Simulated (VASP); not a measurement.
Band structure of P (relaxed from the lonsdaleite structure, space group P6_3/mmc). All values below come from PBEsol GGA, VASP's PBE PAW potentials (set 64) (plane waves; VASP).

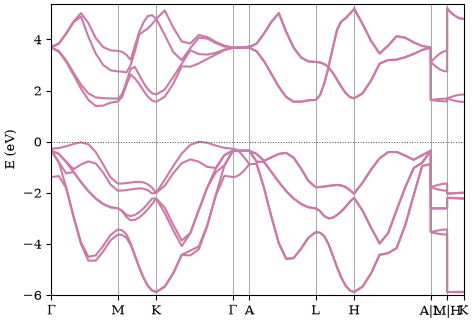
Bands along high-symmetry lines, zero at the valence-band maximum or, without a gap, the Fermi level

Read the plot: is there a gap, and where are the band edges?

The gap is indirect, 1.40 eV, from the valence maximum at K-Γ at 0.56 to the conduction minimum at Γ-M at 0.67. (Edges off the drawn lines would not show.)

The structure was generated: P was put into the lonsdaleite type (P6_3/mmc), which need not be its known phase. It was relaxed first, which changed the volume by +67 %.
